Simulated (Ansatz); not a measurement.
# Amorphous Si$_{30}$N$_{41}$B

Preparation: random packing, a CHGNet melt and quench, and a DFT relaxation. N atoms were pushed apart under 1.9 Å during the dynamics, to hinder bonds among them. The hot cell started wider than the set density and was brought back towards it in steps. It is the lowest in DFT energy of 2 quenches. It is a model cell: composition and starting density were chosen by hand, and all elements were melted together. No dispersion term was used.

Methods: PBE, scalar-relativistic without spin-orbit coupling (Ansatz, a quantum-chemistry and plane-wave program); r2SCAN, scalar-relativistic without spin-orbit coupling (Ansatz); HSE06, scalar-relativistic without spin-orbit coupling (Ansatz). Geometry, pressure, stress and energy are those of the PBE run. Its sampling: a 2×2×2 Γ-centred mesh; Fermi-Dirac width 0.02 eV; no spin polarisation. Other functionals are single points at the zone centre (r2SCAN at 500 eV; exact exchange cut at the cell's faces), free to take moments where seeds were set. At PBE the levels at the filled edge of the gap are localised (band-tail or defect states), and the nearest spread-out levels lie 2.8 eV apart at the zone centre.

```yaml
number_of_atoms_in_the_cell: 72
Density (held, not predicted): 2.92 g/cm³
volume_per_atom: 11.28 Å³
Pressure on a 2×2×2 Γ-centred mesh: 0.75 GPa
Largest force and stress component on that mesh (the relaxation ran on the zone centre alone): 0.12 eV/Å and 0.9 GPa
Energy relative to beta Si3N4 + bulk hexagonal BN (AA') (lowest mix at this level among the phases computed, not always the ambient ones): 0.382 eV/atom
Level gap on a 2×2×2 Γ-centred mesh (PBE): 2.18 eV
Level gap at the zone centre (PBE): 2.28 eV
Level gap at the zone centre (r2SCAN): 2.68 eV
Level gap at the zone centre (HSE06): 3.53 eV
```

Bonds are counted up to Si-Si 2.60 Å, Si-N 2.30 Å, Si-B 2.28 Å, N-N 1.70 Å, N-B 1.86 Å, B-B 1.97 Å. Two cations that share two anions don't count as bonded, nor two that share one unless they lie closer than Si-Si 2.38 Å, Si-B 2.09 Å, B-B 1.80 Å.

Mean coordination of Si by anions: 4.03 (1 with 3, 27 with 4, 2 with 5)
Mean coordination of N: 3.02 (2 with 2, 36 with 3, 3 with 4)
Mean coordination of B by anions: 3.00 (1 with 3)
Mean Si-N bond: 1.768 Å (spread 0.076 Å, 121 counted)
Mean N-B bond: 1.466 Å (spread 0.016 Å, 3 counted)

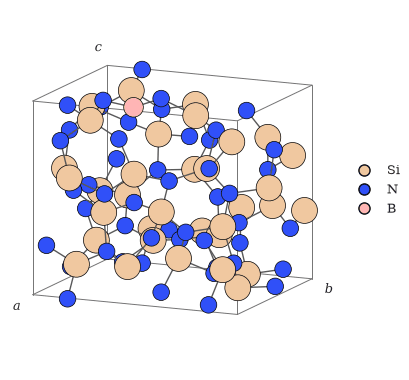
*The relaxed cell*

Its density started from a set value of 2.92 g/cm³. Cooling (nominally 450 K/ps over its main leg) ran many orders faster than in experiment, which tends to leave more defects and strain. A cell of this size samples the disorder only roughly. The volume was held where the preparation left it and the shape relaxed, at a PBE pressure of 0.8 GPa. Stress components on the final sampling reach 0.9 GPa.
